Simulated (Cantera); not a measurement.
Input: 1 mol SiH2Cl2, a varied amount of N2O, 3.5 mol H2, at 675 K and 0.400 bar.

Cantera equilibrium calculation (NASA polynomials, part measured and part estimated; ideal gas, pure solids and liquids). Candidate condensed phases: H2O, NH4Cl, Si, SiO2, Si2N2O, Si3N4; 47 gas species. Kinetics and transport are ignored.

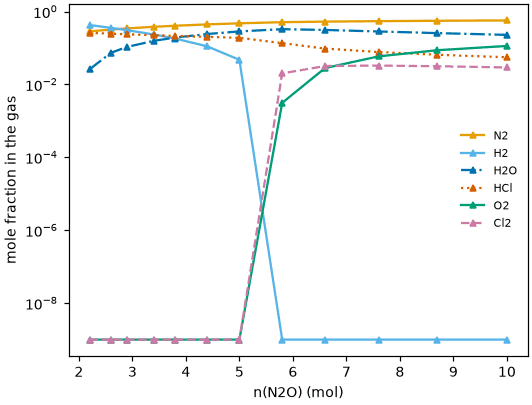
*Equilibrium gas composition (values under 1e-9 drawn at 1e-9)*

From 2.2 mol N2O to 10 mol N2O the condensed part is SiO2(α-quartz).
